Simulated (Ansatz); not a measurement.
Cost and result by functional for the adsorption energy of CO on the 1x1 (110) surface of 3C silicon carbide (cut with top plane C + Si), one in a 2x2 cell, started at the site 'bridge C-Si (span 3.9 Å)', in Ansatz (plane waves, PAW). Single points on the PBE structure, on one kind of machine; costs are rough ratios of the slab run's core time (references not counted) to the cheapest single point. r2SCAN's cost holds its higher cutoff (500 against 420 eV). Differences are taken against HSE06 for comparison alone: no measured value is at hand, so the table doesn't rank accuracy. HSE06 ran on a coarser k-mesh, which lowers its cost and may carry part of its shift.

Host crystal: 3C silicon carbide, with a band gap (PBE, scalar-relativistic without spin-orbit coupling).

Slab: 50 atoms, 7.7 Å thick at the start under the adsorbate (thin: gaps and levels are the slab's own); k 3x3x1, smearing 0.01 eV, dipole-corrected; 24 atoms held, the rest relaxed; no symmetry held; no spin, no spin-orbit, no U, no dispersion correction. At the end it is bonded to Si. In PBE it is, or lies within 0.03 eV of, the lowest of the starts that converged. These notes are the PBE run's. Adsorption energies are against CO(g). A negative adsorption energy means that the adsorbate is more stable on the surface than in its reference.

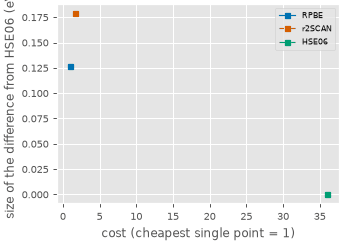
Fig. 1. Difference from HSE06 against cost

```
functional                     relative cost  adsorption energy (eV)  less HSE06 (eV)
-----------------------------  -------------  ----------------------  ---------------
RPBE                                       1                   -0.55             0.13
r2SCAN                                     2                   -0.86            -0.18
HSE06                                     40                   -0.68             0.00
PBE (the relaxed run's value)              –                   -0.79            -0.11
```

The values span 0.31 eV, while the single points' costs differ by a factor of roughly 40. Differences are of unrounded values.

Ansatz is a quantum-chemistry and plane-wave program.
